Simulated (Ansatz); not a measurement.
VBiO4 under a change: Bi → Rh

The parent structure is VBiO4 (space group I4_1/a, No. 88; a = 5.1073 Å, c = 11.5760 Å).

It is then changed as follows: every Bi is replaced by Rh; the structure is relaxed again.

Calculations: PBEsol (Ansatz, an electronic-structure program; PAW; 420 eV plane waves; no spin-orbit coupling), earlier PAW set. Γ-centred 10×10×10 mesh, Fermi–Dirac width 0.05 eV, for the changed cell.

The volume per atom falls by 2.98 Å³ to 9.60 Å³ and the density decreases by 0.85 g/cm³, from 7.13 g/cm³ to 6.28 g/cm³. The c/a ratio shrinks by 0.1782 (2.267 → 2.088) and the space group stays I4_1/a (No. 88). The shortest interatomic distance increases by 0.075 Å to 1.799 Å and the band gap changes from 2.14 eV to zero. The magnetic state becomes ferromagnetic (base: non-magnetic) and the largest site moment goes from zero to 0.44 μB.

Final structure:

```
VRhO4
1.0
   -2.39840     2.39840     5.00866
    2.39840    -2.39840     5.00866
    2.39840     2.39840    -5.00866
Rh V O
2 2 8
Direct
  0.75000   0.25000   0.50000
  0.00000   0.00000   0.00000
  0.25000   0.75000   0.50000
  0.50000   0.50000   0.00000
  0.09189   0.03488   0.43418
  0.60070   0.65772   0.56582
  0.78488   0.85070   0.44299
  0.40772   0.34189   0.55701
  0.65811   0.21512   0.06582
  0.14930   0.59228   0.93418
  0.96512   0.39930   0.05701
  0.34228   0.90811   0.94299
```

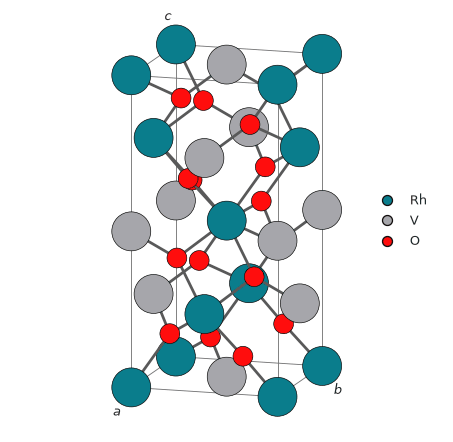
Fig. 1. The relaxed conventional cell after the change

Cost of the whole job for the changed cell (relaxation, final SCF and bands): roughly 23 core-minutes.

Other magnetic orders, which the real material may have, were not ruled out. With Bi present, leaving out spin-orbit coupling can change the band edges. Stability against distortions was not tested. As relaxed here, VRhO4 is a hypothetical phase, not in the database extracts checked. Starting moments died away, wholly or in part, for the base; another magnetic solution may exist. No Hubbard U is applied, and correlation can decide whether such a compound is a metal. Spin-polarised in the final run: VRhO4; the other runs are not.
